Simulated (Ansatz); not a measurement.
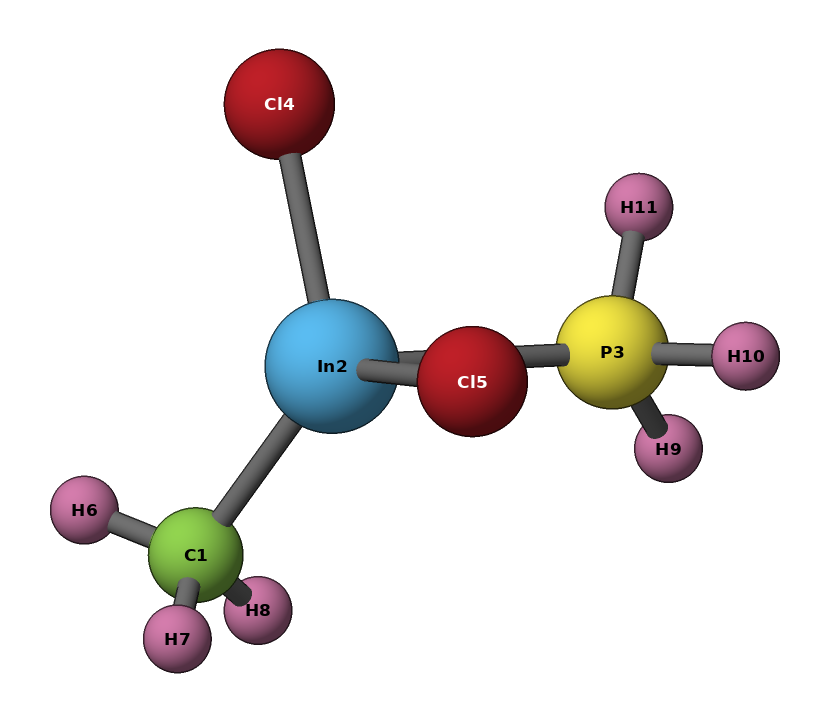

The questions are on Mulliken charges. The geometry was computed by an optimisation with PBE-D4/def2-SVP. No frequency run is at hand to confirm it as a minimum. Level of theory: RKS PBE-D4/def2-SVP, core potentials on In (Ansatz 0.2.0).

Which atom carries the highest charge (most positive or least negative)?

In2 (0.45 e).

And the lowest?

Cl4, Cl5 (−0.30 e).

Give the Mulliken charges atom by atom.

| atom | value (e) |
| --- | --- |
| C1 | −0.29 |
| In2 | 0.45 |
| P3 | 0.03 |
| Cl4 | −0.30 |
| Cl5 | −0.30 |
| H6 | 0.08 |
| H7 | 0.08 |
| H8 | 0.07 |
| H9 | 0.04 |
| H10 | 0.06 |
| H11 | 0.06 |

Mulliken values depend strongly on the basis set and can even reverse the polarity of a bond.
